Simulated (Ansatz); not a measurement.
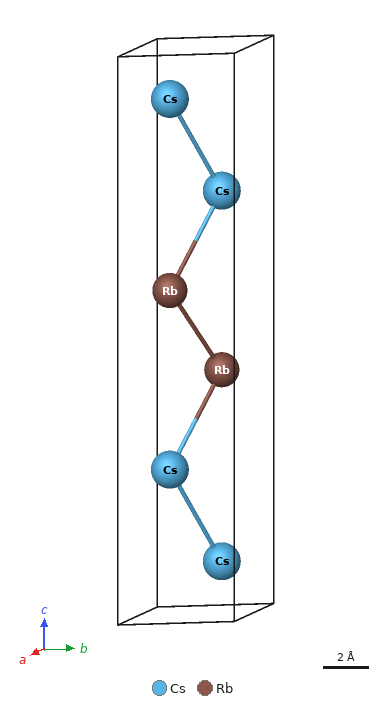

This ball-and-stick model is shown slightly off an axis. Thin lines show the conventional unit cell, with boundary atoms drawn in all their periodic places.

Cs₂Rb, space group P-3m1 (No. 164), a = 5.336 Å, b = 5.336 Å, c = 25.942 Å, α = 90.00°, β = 90.00°, γ = 120.00°. The initial geometry was a structure type filled with these elements by a generator (whether the compound takes this form wasn't checked). Earlier steps of the study may have refined or changed the cell and positions. It was run through Ansatz as a DFT input.

This one geometry was computed with Ansatz (DFT, plane waves, PAW) at three levels of theory: PBEsol, PBE and r2SCAN.

How does the band gap change with the level of theory?

All levels give a metal.

Collect the results in a table.

| level | cutoff (eV) | k-mesh of the run's cell | gap (eV) | pressure (GPa) |
| --- | --- | --- | --- | --- |
| PBEsol | 420 | 12×12×2 | metal | -0.1 |
| PBE | 420 | 12×12×2 | metal | 0.0 |
| r2SCAN | 500 | 12×12×2 | metal | 0.2 |

Gaps are taken on the k-mesh or band path of each run.
